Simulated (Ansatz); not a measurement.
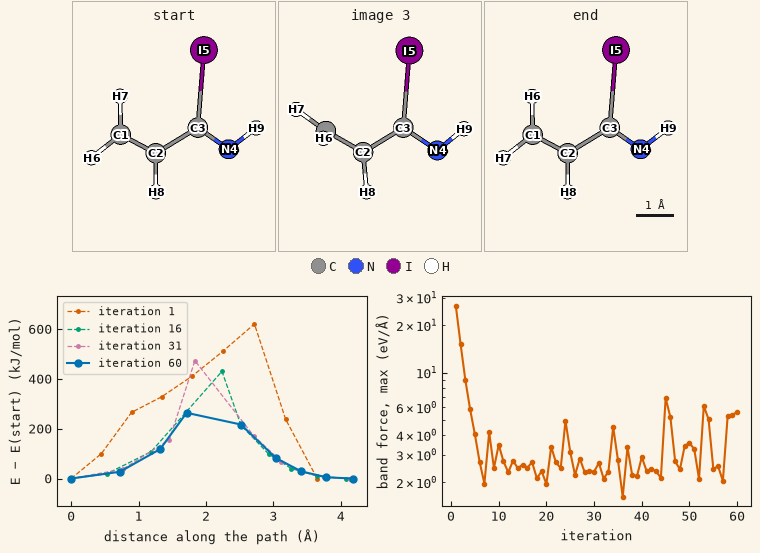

A search for the minimum-energy path of C3H4IN by the nudged elastic band. Images are numbered from 0 (start) to 8 (end). The plot follows the band through its iterations. Style: ball-and-stick. Shown at a tilt.

Theory: RKS CAM-B3LYP/def2-SVP (Ansatz 0.2.0). Settings: 7 movable images; climbing image from the first iteration; force threshold 0.05 eV/Å; iteration limit 60; optimiser L-BFGS; starting path through a guess of the saddle point.

Question: How did the profile develop, and is the result final?

Answer: The result isn't final. The band hadn't converged when the run stopped after 60 iterations. The largest component of the band force went from 27 to 5.6 eV/Å. The barrier read from it is provisional: over the last two iterations the highest image moved from 270.7 kJ/mol to 263.8 kJ/mol. The first iteration put the highest image at 620.4 kJ/mol. The two ends have the same energy, and the highest point, image 3, lies 263.8 kJ/mol above the start.

Cost: 19 min on 2 threads of Arm Neoverse V2 (shared host), peak memory 0.28 GiB.
